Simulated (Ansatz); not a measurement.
**Fields on a plane of AlNi (CsCl type)**

```xyz
2
Lattice="2.8631 0.0000 0.0000 0.0000 2.8631 0.0000 0.0000 0.0000 2.8631" Properties=species:S:1:pos:R:3 pbc="T T T"
Al     0.0000     0.0000     0.0000
Ni     1.4316     1.4316     1.4316
```

The slice is a {210} plane (indices of the conventional cell) through the point (0.000, 0.000, 0.000) (fractional), spanned by u = [100] and v = [021] in vectors of this cell: u (2.86 Å) and v (6.40 Å, at 90° to u). It covers one period; positions are fractions (u, v).

Atoms on it: Al at (0.00, 0.00). Other atoms lie within 1 Å of the plane.

Computed with r2SCAN (plane waves to 500 eV, PAW, scalar-relativistic; Ansatz, a first-principles code). k mesh 16×16×16. These are valence fields of a PAW run, semicore shells included where kept as valence: close to a nucleus they are smooth pseudo fields. AlNi is run without spin polarisation. AlNi was relaxed with its symmetry unable to fall.

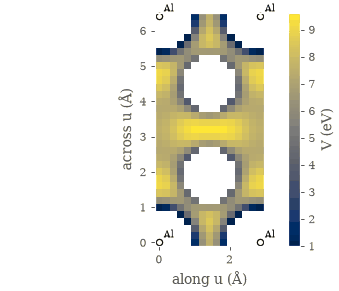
Figure: Electrostatic potential energy of an electron, from the cell's mean, in eV, one period of the plane, atoms marked. Points within 1 Å of a nucleus are left white, as the pseudised field means little there. Values under 1 eV are set to 1. The zero, the cell's mean, hangs on the PAW cores.

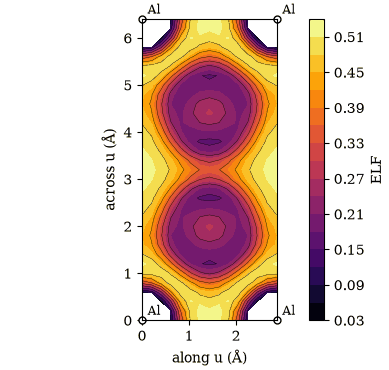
Fig. 1. Electron localisation function (ELF), one period of the plane, atoms marked. Points within 0.5 Å of a nucleus are left white, as the pseudised field means little there.
